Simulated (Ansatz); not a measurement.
# AlF3: molecular dynamics

The plan is to follow the molecule's vibrations and see whether its bonds hold. The start is relaxed first. Runs: 40 steps of 12 fs under a Langevin thermostat at 200 K; 250 steps of 1 fs under a Langevin thermostat at 200 K.

Method: RKS PBE0/def2-SVP, in Ansatz 0.2.0.

## Step 1: The system as given

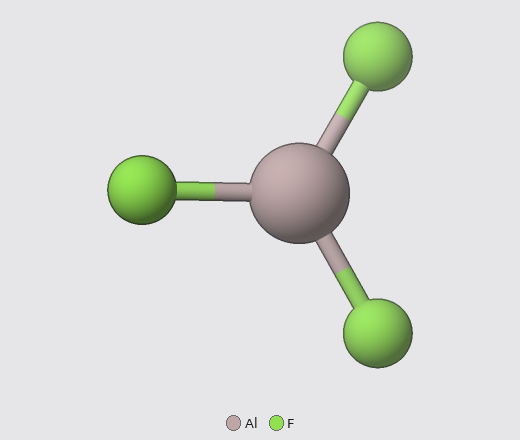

The starting structure, seen from a chosen angle (aluminium light grey, fluorine green).

Coordinates:

```xyz
4

Al    0.0000    0.0000    0.0000
F     0.0000    0.0000    1.6900
F     1.4635    0.0000   -0.8450
F    -1.4635    0.0000   -0.8450
```

## Step 2: Relaxing the start

The input, input.yaml:

```yaml
crystal:
  periodic: [false, false, false]
  atoms:
    - { symbol: Al, position_ang: [0.0, 0.0, 0.0] }
    - { symbol: F, position_ang: [0.0, 0.0, 1.69] }
    - { symbol: F, position_ang: [1.4635, 0.0, -0.845] }
    - { symbol: F, position_ang: [-1.4635, 0.0, -0.845] }
basis:
  gaussian: { orbitals: def2-SVP }
hamiltonian:
  xc: pbe0
relax:
  f_tol: 0.02
  max_steps: 40
```

On the command line:

```sh
> ansatz run input.yaml --threads 1 --pin off --max-ram 2048MiB --backend cpu --events-out ev --progress --plain --runs-dir out
```

Output (excerpt; [...] marks lines left out):

```text
Warning: RAYON_NUM_THREADS=1 ignored (pool sized by the plan → 1); use --threads N
[...]
Functional definition: PBE0
[...]
574 factors; integrals over basis functions are off by at most 3.8e-4 eV
[...]
mean field -14733.71698635 eV, -541.4541123762 hartree, gradient 5.3e-5 eV, S^2 0.000000; 0 other end points of the search recorded, 0 dependent functions left out
[...]
reference -14733.71701411 eV, -541.4541133964 hartree; 20, 20 occupied and 40, 40 virtual orbitals, 574 factors
relax step   1: F+E_penalty+E_count = -14733.71698635 eV  Δ(F+E_penalty+E_count) = +0.000e0 eV  max|allowed force component| = 1.438e0 eV/Å  Δτ_max = 0.0000 Å  (23 SCF iters, accepted)
[...]
relax step   3: F+E_penalty+E_count = -14733.82187574 eV  Δ(F+E_penalty+E_count) = -2.967e-2 eV  max|allowed force component| = 6.580e-2 eV/Å  Δτ_max = 0.0226 Å  (26 SCF iters, accepted)
[...]
relax step   4: F+E_penalty+E_count = -14733.82206424 eV  Δ(F+E_penalty+E_count) = -1.885e-4 eV  max|allowed force component| = 1.714e-3 eV/Å  Δτ_max = 0.0020 Å  (21 SCF iters, accepted)
574 factors; integrals over basis functions are off by at most 3.4e-4 eV
mean field -14733.82206424 eV, -541.4579739176 hartree, gradient 8.9e-6 eV, S^2 0.000000; 1 other end points of the search recorded, 0 dependent functions left out
[...]
reference -14733.82209220 eV, -541.4579749452 hartree; 20, 20 occupied and 40, 40 virtual orbitals, 574 factors
Total energy: -14733.82209220 eV, -541.4579749452 hartree
Atom 0 at    -0.000000    -0.000003    -0.000005 Å, force    -0.000000    -0.000000    -0.000075 eV/Å
Atom 1 at     0.000000     0.000001     1.643066 Å, force    -0.000000     0.000000     0.001714 eV/Å
Atom 2 at     1.422945     0.000001    -0.821531 Å, force     0.001498     0.000000    -0.000819 eV/Å
Atom 3 at    -1.422945     0.000001    -0.821531 Å, force    -0.001498     0.000000    -0.000819 eV/Å
Dipole moment:     0.000000    -0.000000    -0.000011 e Å
```

Run time: 3.5 s. Hardware: 1 thread of Intel Xeon 6975P-C (Granite Rapids), shared host; peak memory 0.13 GiB.

The steps of the relaxation:

```tsv
step	energy from step 1 (eV)	largest force component (eV/Å)
1	0.0000	1.4384
2	-0.0752	0.7964
3	-0.1049	0.0658
4	-0.1051	0.0017
```

Step 1 is the start.

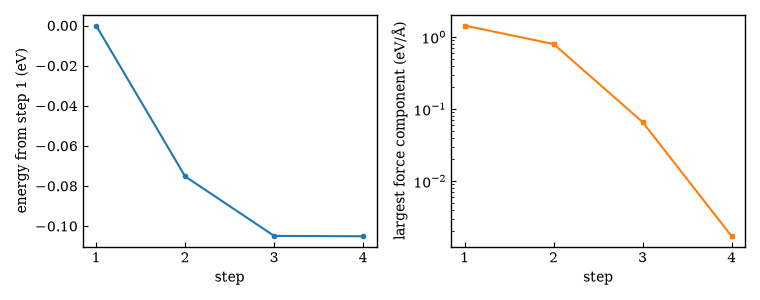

Energy and largest force along the relaxation.

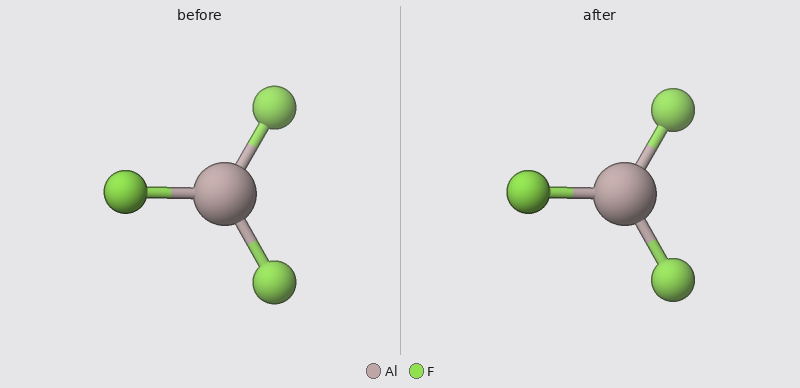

The structure before (left) and after (right), drawn at the same scale.

After: Bond lengths: Al1–F2 1.643 Å, Al1–F3 1.643 Å, Al1–F4 1.643 Å. Angles: F2–Al1–F3 120.0°, F2–Al1–F4 120.0°, F3–Al1–F4 120.0°.

## Step 3: Run 1

40 steps of 12 fs under a Langevin thermostat at 200 K, from the relaxed start.

The input, input.yaml:

```yaml
crystal:
  periodic: [false, false, false]
  atoms:
    - { symbol: Al, position_ang: [0.0, -3.0e-06, -5.0e-06] }
    - { symbol: F, position_ang: [0.0, 1.0e-06, 1.643066] }
    - { symbol: F, position_ang: [1.422945, 1.0e-06, -0.821531] }
    - { symbol: F, position_ang: [-1.422945, 1.0e-06, -0.821531] }
basis:
  gaussian: { orbitals: def2-SVP }
hamiltonian:
  xc: pbe0
md:
  timestep: 12.0
  n_steps: 40
  ensemble: nvt_langevin
  temperature: 200.0
  initial_velocities: maxwell_boltzmann
  seed: 506166
  friction: 0.01
```

On the command line:

```sh
> ansatz run input.yaml --threads 1 --pin off --max-ram 2048MiB --backend cpu --events-out ev --progress --plain --runs-dir out
```

Output (excerpt; [...] marks lines left out):

```text
Warning: RAYON_NUM_THREADS=1 ignored (pool sized by the plan → 1); use --threads N
[...]
[... 1 set-up line as earlier in the session ...]
[...]
574 factors; integrals over basis functions are off by at most 3.5e-4 eV
[...]
mean field -14733.82207385 eV, -541.4579742707 hartree, gradient 2.3e-5 eV, S^2 0.000000; 0 other end points of the search recorded, 0 dependent functions left out
[...]
reference -14733.82210181 eV, -541.4579752982 hartree; 20, 20 occupied and 40, 40 virtual orbitals, 574 factors
md step     0: t =     0.00 fs  T =   150.0 K  F+E_penalty+E_count = -14733.82207385 eV  E_kin = 0.077556 eV  (22 SCF iters)
[...]
md step    10: t =   120.00 fs  T = 11962364.5 K  F+E_penalty+E_count = -14712.30671585 eV  E_kin = 6185.020886 eV  (761 SCF iters)
[...]
md step    20: t =   240.00 fs  T = 1086737.8 K  F+E_penalty+E_count = -14711.96364359 eV  E_kin = 561.886915 eV  (466 SCF iters)
[...]
md step    30: t =   360.00 fs  T = 99309.8 K  F+E_penalty+E_count = -14711.95099279 eV  E_kin = 51.347139 eV  (431 SCF iters)
[...]
md step    39: t =   468.00 fs  T = 11300.5 K  F+E_penalty+E_count = -14711.94828483 eV  E_kin = 5.842808 eV  (235 SCF iters)
[...]
md step    40: t =   480.00 fs  T =  8815.7 K  F+E_penalty+E_count = -14711.94813833 eV  E_kin = 4.558086 eV  (770 SCF iters)
Total energy: -14711.94816308 eV, -540.6541228764 hartree
Atom 0 at  -138.768544   -58.401859    -8.370569 Å, force     0.000265     0.000110    -0.000004 eV/Å
Atom 1 at   187.005759    85.241251    41.851316 Å, force    -0.000008    -0.000003     0.000001 eV/Å
Atom 2 at    17.465489     0.021055   -21.108678 Å, force    -0.000105    -0.000043     0.000001 eV/Å
Atom 3 at    -7.002321    -0.072774    -7.890451 Å, force    -0.000152    -0.000064     0.000001 eV/Å
Dipole moment:  -163.479312   -69.402923   -10.350517 e Å
```

It took 3.9 min on 1 thread of Intel Xeon 6975P-C (Granite Rapids), shared host; peak memory 0.14 GiB.

## Step 4: What the atoms did

One step in 3; energies are changes from step 0:

```tsv
time (fs)	T (K)	potential energy change (meV/atom)
0.0	150	0.0
36.0	621	522.4
72.0	6236	1761.2
108.0	4050470	19811.5
144.0	7398851	5442.6
180.0	3589364	5458.0
216.0	1764077	5462.9
252.0	859835	5465.2
288.0	417616	5466.5
324.0	203568	5467.3
360.0	99310	5467.8
396.0	46819	5468.1
432.0	24304	5468.3
468.0	11300	5468.4
480.0	8816	5468.5
```

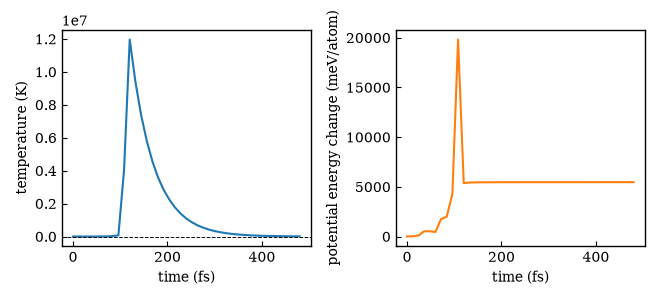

Traces against time; each panel has its own scale. The dashed line is the set temperature.

Bonds that form or break, judged by distance (formed within 1.15 times the sum of covalent radii and held on average over 36 fs, broken when stretched by half; pairs already stretched at the start don't count as bonds):

```tsv
time (fs)	bond	event
84.0	Al1–F4	breaks
108.0	Al1–F3	breaks
120.0	Al1–F2	breaks
```

Reading of run 1. The temperature runs away to 11962364 K: the integration has become unstable, and nothing after that is physical.

## Step 5: Run 2

250 steps of 1 fs under a Langevin thermostat at 200 K, from the relaxed start.

input.yaml: that of step 3 with these lines changed.

```diff
@@ -12,4 +12,4 @@
 md:
-  timestep: 12.0
-  n_steps: 40
+  timestep: 1.0
+  n_steps: 250
   ensemble: nvt_langevin
@@ -17,3 +17,3 @@
   initial_velocities: maxwell_boltzmann
-  seed: 506166
-  friction: 0.01
+  seed: 547815
+  friction: 0.001
```

On the command line:

```sh
> ansatz run input.yaml --threads 1 --pin off --max-ram 2048MiB --backend cpu --events-out ev --progress --plain --runs-dir out
```

Output (excerpt; [...] marks lines left out):

```text
Warning: RAYON_NUM_THREADS=1 ignored (pool sized by the plan → 1); use --threads N
[...]
[... 1 set-up line as earlier in the session ...]
[...]
574 factors; integrals over basis functions are off by at most 3.5e-4 eV
[...]
mean field -14733.82207385 eV, -541.4579742707 hartree, gradient 2.3e-5 eV, S^2 0.000000; 0 other end points of the search recorded, 0 dependent functions left out
[...]
reference -14733.82210181 eV, -541.4579752982 hartree; 20, 20 occupied and 40, 40 virtual orbitals, 574 factors
md step     0: t =     0.00 fs  T =   150.0 K  F+E_penalty+E_count = -14733.82207385 eV  E_kin = 0.077556 eV  (22 SCF iters)
[...]
md step    30: t =    30.00 fs  T =    89.8 K  F+E_penalty+E_count = -14733.79179957 eV  E_kin = 0.046445 eV  (21 SCF iters)
[...]
md step    60: t =    60.00 fs  T =   104.5 K  F+E_penalty+E_count = -14733.80255652 eV  E_kin = 0.054056 eV  (20 SCF iters)
[...]
md step    90: t =    90.00 fs  T =    83.9 K  F+E_penalty+E_count = -14733.79832780 eV  E_kin = 0.043367 eV  (20 SCF iters)
[...]
md step   120: t =   120.00 fs  T =    82.6 K  F+E_penalty+E_count = -14733.80748748 eV  E_kin = 0.042695 eV  (21 SCF iters)
md step   121: t =   121.00 fs  T =    90.4 K  F+E_penalty+E_count = -14733.80760849 eV  E_kin = 0.046725 eV  (21 SCF iters)
md step   122: t =   122.00 fs  T =    93.1 K  F+E_penalty+E_count = -14733.80752765 eV  E_kin = 0.048121 eV  (21 SCF iters)
```

## Step 6: More of the same log: dynamics from the start

Output, continued (excerpt; [...] marks lines left out):

```text
md step   123: t =   123.00 fs  T =    96.5 K  F+E_penalty+E_count = -14733.80720406 eV  E_kin = 0.049896 eV  (21 SCF iters)
[...]
md step   155: t =   155.00 fs  T =    94.2 K  F+E_penalty+E_count = -14733.79590902 eV  E_kin = 0.048729 eV  (23 SCF iters)
[...]
md step   187: t =   187.00 fs  T =    77.1 K  F+E_penalty+E_count = -14733.79644936 eV  E_kin = 0.039851 eV  (21 SCF iters)
[...]
md step   219: t =   219.00 fs  T =    92.3 K  F+E_penalty+E_count = -14733.80531143 eV  E_kin = 0.047735 eV  (21 SCF iters)
[...]
md step   249: t =   249.00 fs  T =    53.7 K  F+E_penalty+E_count = -14733.79482491 eV  E_kin = 0.027771 eV  (21 SCF iters)
[...]
md step   250: t =   250.00 fs  T =    51.1 K  F+E_penalty+E_count = -14733.79487394 eV  E_kin = 0.026406 eV  (23 SCF iters)
Total energy: -14733.79490182 eV, -541.4569757168 hartree
Atom 0 at     0.008357    -0.196895     0.006626 Å, force    -0.660009    -0.104188     0.282839 eV/Å
Atom 1 at     0.426585     0.339040     1.498438 Å, force     0.287463     0.097232     0.075692 eV/Å
Atom 2 at     1.098969    -0.764822    -1.073380 Å, force     0.117003     0.017824    -0.140517 eV/Å
Atom 3 at    -1.620228    -0.235282    -0.263443 Å, force     0.255543    -0.010868    -0.218014 eV/Å
Dipole moment:     0.071312     0.037133    -0.081417 e Å
```

Wall time 2.8 min (1 thread of Intel Xeon 6975P-C (Granite Rapids), shared host); peak memory 0.12 GiB.

## Step 7: What the atoms did

One step in 18; energies are changes from step 0:

```tsv
time (fs)	T (K)	potential energy change (meV/atom)
0.0	150	0.0
18.0	103	4.8
36.0	90	9.2
54.0	100	4.7
72.0	111	2.1
90.0	84	5.9
108.0	64	7.3
126.0	92	4.1
144.0	111	3.3
162.0	85	6.1
180.0	73	6.6
198.0	100	2.4
216.0	100	3.0
234.0	49	8.2
250.0	51	6.8
```

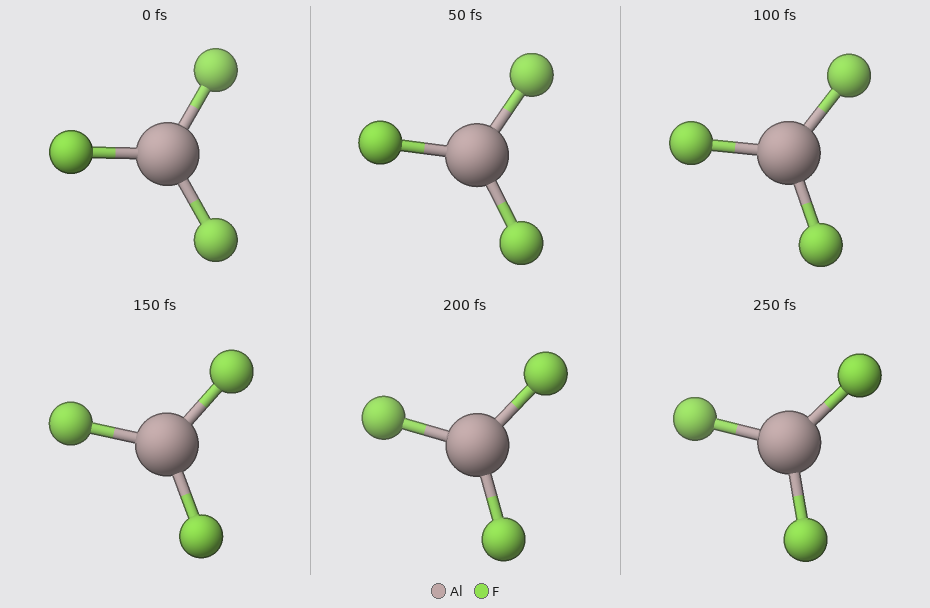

Six frames of the run, seen from a chosen angle. Sticks join atoms within a bonding distance in each frame.

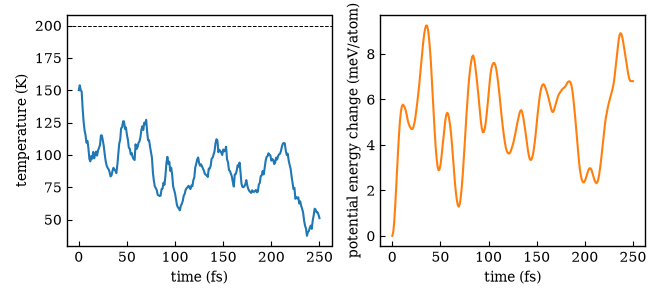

Time series of the run, each on its own scale. The dashed line is the set temperature.

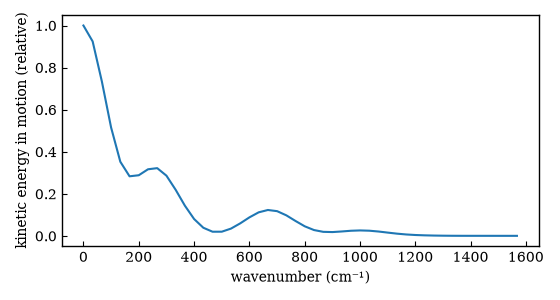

Power spectrum of the mass-weighted velocities; a run of 250 fs resolves no finer than about 270 cm⁻¹.

## Step 8: Positions and forces

Extended XYZ, with forces in eV/Å:

```xyz
4
time_fs=31.0 T=89 dE=0.0322
Al   -0.017    0.011    0.002    0.162   -0.258    0.250
F     0.144    0.058    1.659   -0.278    0.060   -0.719
F     1.384   -0.100   -0.869   -0.286    0.096    0.092
F    -1.468   -0.049   -0.800    0.403    0.103    0.377
4
time_fs=62.0 T=109 dE=0.0161
Al   -0.005   -0.065   -0.005    0.003    0.135    0.261
F     0.184    0.131    1.605   -0.052    0.005    0.370
F     1.327   -0.182   -0.927    0.557   -0.098   -0.444
F    -1.480   -0.082   -0.694   -0.508   -0.042   -0.186
4
time_fs=94.0 T=95 dE=0.0182
Al    0.017   -0.110   -0.003   -0.120    0.270    0.140
F     0.176    0.191    1.607    0.177   -0.094   -0.040
F     1.326   -0.273   -0.987   -0.132   -0.064    0.079
F    -1.528   -0.115   -0.566    0.075   -0.112   -0.178
4
time_fs=125.0 T=94 dE=0.0159
Al    0.019   -0.077    0.013   -0.305   -0.267   -0.041
F     0.239    0.222    1.619    0.124    0.039   -0.199
F     1.281   -0.384   -1.009   -0.240    0.146    0.226
F    -1.546   -0.182   -0.521    0.421    0.081    0.014
4
time_fs=156.0 T=88 dE=0.0266
Al   -0.004   -0.110    0.046   -0.387   -0.260   -0.259
F     0.377    0.234    1.590   -0.015    0.206    0.538
F     1.193   -0.470   -0.993    0.540   -0.065   -0.417
F    -1.539   -0.232   -0.522   -0.139    0.119    0.138
4
time_fs=188.0 T=78 dE=0.0243
Al   -0.008   -0.192    0.065   -0.513    0.137   -0.389
F     0.460    0.272    1.573   -0.199   -0.070   -0.031
F     1.170   -0.549   -1.025   -0.019   -0.067    0.007
F    -1.594   -0.227   -0.454    0.731   -0.001    0.412
4
time_fs=219.0 T=92 dE=0.0168
Al    0.011   -0.206    0.025   -0.688    0.118    0.158
F     0.436    0.301    1.521    0.180    0.066    0.233
F     1.161   -0.661   -1.043    0.133   -0.107   -0.262
F    -1.610   -0.211   -0.303    0.375   -0.077   -0.128
4
time_fs=250.0 T=51 dE=0.0272
Al    0.008   -0.197    0.007   -0.660   -0.104    0.283
F     0.427    0.339    1.498    0.287    0.097    0.076
F     1.099   -0.765   -1.073    0.117    0.018   -0.141
F    -1.620   -0.235   -0.263    0.256   -0.011   -0.218
```

On run 2: Against a set 200 K the second half averages 83 K with a spread of 18 K. In 250 fs the run doesn't reach equilibrium. No bond forms or breaks.

## Step 9: What came out

| quantity | value |
| --- | --- |
| relaxation of the start | 3 moves, 0.105 eV lower |
| run 1: length | 40 steps of 12 fs |
| run 1: temperature, first and last step | 150 and 8816 K |
| run 1: temperature, second half | mean 242153 K, from 8816 to 1086738 K |
| run 1: potential energy, second half | +5467 meV/atom from this run's first step |
| run 1: bonds formed or broken | 3 |
| run 2: length | 250 steps of 1 fs |
| run 2: temperature, first and last step | 150 and 51 K |
| run 2: temperature, second half | mean 83 K, from 37 to 112 K |
| run 2: potential energy, second half | +5 meV/atom from this run's first step |
| run 2: bonds formed or broken | 0 |

What this shows: Mean temperatures of the second halves: none that means anything (unstable run), 83 K. Bonds changed in run 1 (an artefact of the unstable or too long step). A run of 250 fs with 4 atoms shows the motion but fixes no equilibrium value.
